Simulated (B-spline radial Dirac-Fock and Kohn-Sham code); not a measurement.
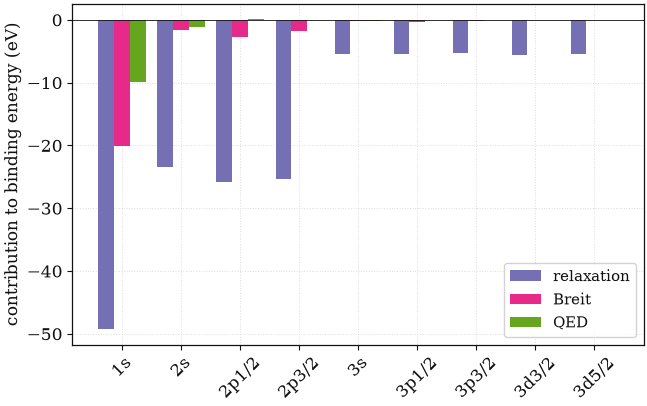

Bars give the relaxation, Breit and QED contributions (eV) to the binding energies of the deepest subshells, counted from the Koopmans value. It refers to Br⁴⁺, configuration [Ar] 3d10 4s2 4p1. Computed with a radial B-spline solver: Dirac–Fock ΔSCF (average of configuration, Fermi nucleus, Breit and QED terms, no correlation). Open shells are averaged over j.

Question: Which correction is largest for 1s?

Answer: Relaxation, −49.3 eV.
